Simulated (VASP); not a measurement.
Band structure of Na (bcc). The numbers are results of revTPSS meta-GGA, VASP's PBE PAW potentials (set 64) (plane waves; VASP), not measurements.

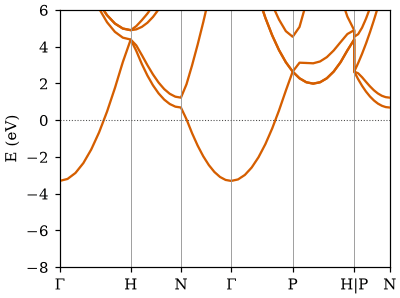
*Bands along high-symmetry lines, zero at the valence-band maximum or, without a gap, the Fermi level*

Q: Read the plot: is there a gap, and where are the band edges?

A: It has no gap at this level: it comes out as a metal or semimetal.

The compound is Na in the bcc structure. It was relaxed first.
